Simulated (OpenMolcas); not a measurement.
# Re⁶⁺ among point charges: CASSCF and CASPT2 levels and susceptibility

Aim: the splitting of the states of Re⁶⁺ in the field of 6 point charges, its lowest levels with spin-orbit coupling and its magnetic susceptibility.

The numbers are computed with OpenMolcas 26.06 (state-averaged CASSCF and CASPT2, spin-orbit coupling by RASSI with atomic mean-field integrals), except any that are marked as measured or tabulated.

## Step 1: The atom as given

- Species: Re⁶⁺ (rhenium, Z = 75, 69 electrons)
- Basis: ANO-RCC-VDZP [7s6p4d2f1g], 68 functions
- Scalar Hamiltonian: DKH2, point nucleus
- Inactive shells: 1s 2s 2p 3s 3p 3d 4s 4p 4d 4f 5s 5p
- Active space: 1 electron in 5 orbitals (5d)
- Some configurations of this space: 5d
- Orbitals: optimised for each spin and parity, averaged over all roots

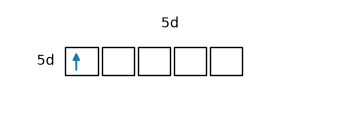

Occupation of the outer shells (arrows by Hund's rule).

The ion sits among 6 point charges of -1.7 e arranged as an octahedron (Oh), 2.04 Å from the ion.

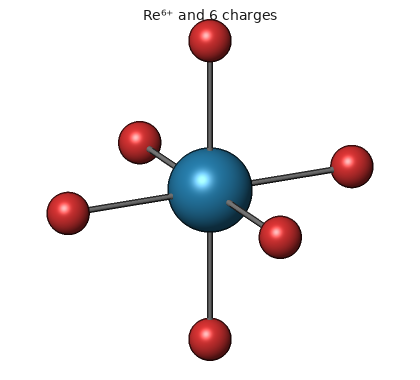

The ion and the point charges (red).

The work runs as a chain of OpenMolcas steps in one folder; each step below is one input file. Labels, J, g values, rates, χT and fits are worked out afterwards by a script from the matrices that RASSI stores. The input lists half of the charges; inversion (Group=XYZ) makes the rest.

## Step 2: One- and two-electron integrals

Contents of a.inp:

```
&GATEWAY
Coord
1

Re 0.0 0.0 0.0
Basis=ANO-RCC-VDZP
Group=XYZ
NoMove
AngMom=0.0 0.0 0.0
AMFI
XField
3 Angstrom 0
2.040000 0.000000 0.000000 -1.700000
0.000000 2.040000 0.000000 -1.700000
0.000000 0.000000 2.040000 -1.700000
&SEWARD
```

Run with:

```sh
$ OMP_NUM_THREADS=1 MOLCAS_MEM=1689 MOLCAS_PROJECT=a pymolcas a.inp > a.log
```

## Step 3: Reference wave functions, doublets of even parity, 5 roots

Contents of a.inp:

```
&RASSCF
FileOrb=start.orb
Symmetry=1
Spin=2
nActEl=1 0 0
Inactive=15 19
Ras2=5 0
CIRoot=5 5 1
SDav=5
CIMx=300
Iter=120 100
PrWF=0.3
OrbListing=Nothing
MaxOrb=0
>>> COPY $Project.JobIph JOB001
```

start.orb holds the contracted functions of the basis, ordered by shell, or the orbitals of the step before.

## Step 4: RASSI: spin-orbit coupling between the states

Contents of a.inp:

```
&RASSI
NrOfJobIphs=1 5
1 2 3 4 5
IphNames
JOB001
EJob
SpinOrbit
DIPRint=1.0
SOCoupling=1000.0
Subsets=2
Property=9
'ANGMOM' 1 'ANGMOM' 2 'ANGMOM' 3 'MLTPL  1' 1 'MLTPL  1' 2 'MLTPL  1' 3
'AMFI' 1 'AMFI' 2 'AMFI' 3
SOProperty=3
'ANGMOM' 1 'ANGMOM' 2 'ANGMOM' 3
```

## Step 5: CASPT2: IPEA 0.25, imaginary shift 0.1 (closed shells correlated: 5s 5p)

Contents of a.inp:

```
>>> COPY JOB001 $Project.JobIph
&CASPT2
Multistate=5 1 2 3 4 5
NoMult
Frozen=14 16
IPEA=0.25
Imaginary=0.1
MaxIter=60
WThr=0.0 0.3 0.05
PrWF=0.5
NoMix
```

(Steps that only read results are left out.)

What does the calculation give? Wanted: spin-free ground state; first state of the same spin within the active space; lowest level; next level.

As calculated:

| quantity | value |
| --- | --- |
| method | SS-CASPT2, IPEA 0.25, imaginary shift 0.1 (closed shells correlated: 5s 5p) |
| spin-free ground state | 2T2, 3-fold in its orbital part |
| first state of the same spin within the active space | 2E at 7450 cm⁻¹ |
| lowest level | 4-fold Γ8 |
| next level | 10096.3 cm⁻¹ |
| χT at 300 K | 0.23 cm³ K/mol |
| effective moment at 300 K | 1.37 μB |

Cost by method:

| method | time of its own steps | time with the reference |
| --- | --- | --- |
| A. CASSCF | 1.2 s | 1.2 s |
| B. SS-CASPT2, IPEA 0.25, imaginary shift 0.1, +5s 5p | 0.52 s | 1.7 s |

Times are of one thread on a shared host.

In words: The spin-free ground state (2T2) comes to 100 % from free-ion D terms and keeps the highest spin of the shell. χT at 300 K is 0.23, against 0.38 cm³ K/mol for the spin alone, so orbital moment lowers it. A ligand-field fit to the states below 45000 cm-1 gives 10Dq = 7447 cm-1, the gap between the two states. The field of point charges can differ much from that of real complexes. This is an electrostatic model: the charges have no orbitals.
